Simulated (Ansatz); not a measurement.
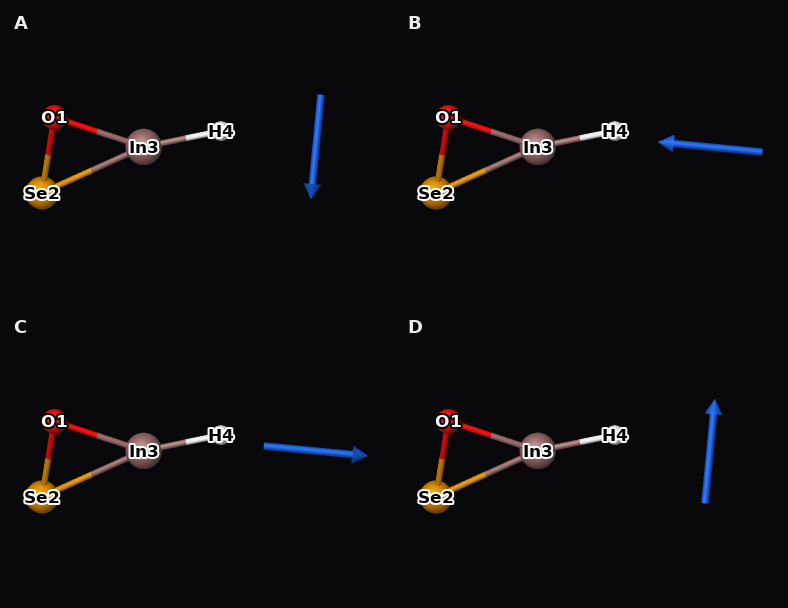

The same molecule four times, each with an arrow. The geometry was computed by an optimisation with PBE-D4/def2-SVP. No frequency run is at hand to confirm it as a minimum. Properties computed with RKS PBE-D4/def2-SVP, core potentials on In (Ansatz 0.2.0).

### Which arrow points along the dipole moment, from the negative to the positive end?

C. The dipole moment is 3.97 D; it points from the side of O1, Se2 to the side of H4 (the outermost atoms at the two ends).
